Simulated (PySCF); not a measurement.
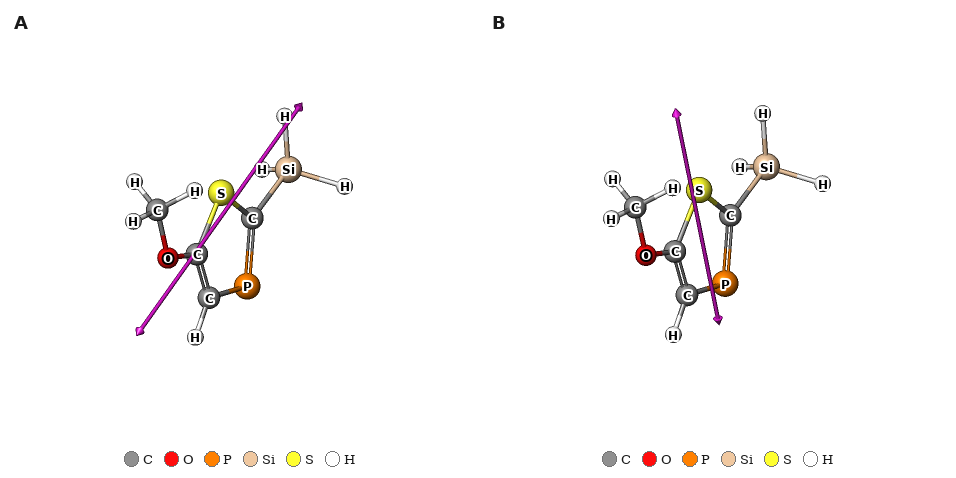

The double arrows show the directions of two transition dipoles from the ground state (lengths mean nothing). The geometry was computed by an optimisation with GFN2-xTB. No frequency run is at hand to confirm it as a minimum. Method: TDDFT PBE0/def2-SVPD, vertical, gas phase, core orbitals frozen in the response (PySCF 2.14.0).

One belongs to singlet state 1 and one to singlet state 3. Which is which?

Answer. A: state 1, 4.40 eV (282 nm), oscillator strength 0.12, mainly HOMO → LUMO (weight 0.91).
B: state 3, 5.06 eV (245 nm), oscillator strength 0.062, mainly HOMO−1 → LUMO (weight 0.75).

The geometry is semi-empirical. Around P, Si such bond lengths and angles can be off by a tenth of an ångström or more and by several degrees, and values that hang on the shape move with them.
